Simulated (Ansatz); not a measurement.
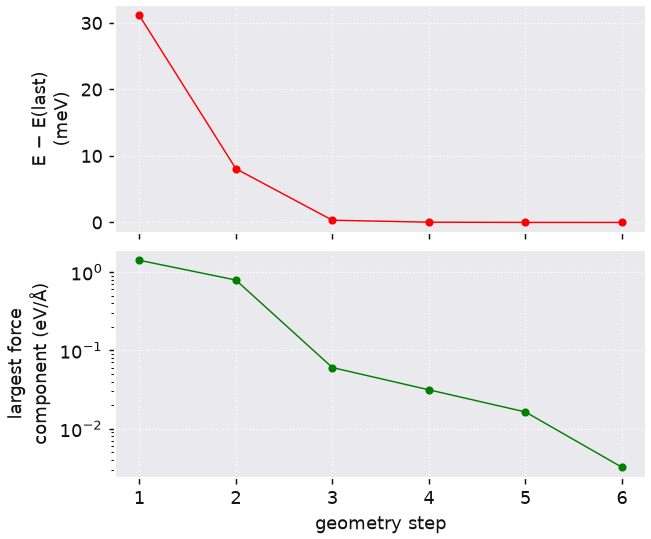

History of a geometry optimisation.

The run: CH$_{4}$O, by RKS PBE0-D4/def2-TZVP (Ansatz).

**How did it end, and what did it gain?**

The optimisation met its thresholds at geometry 6, counting the start as the first. The energy fell by about 31 meV from the first step to the last. The largest force component goes from about 1.4 eV/Å at the start to 3 × 10⁻³ eV/Å at the end.
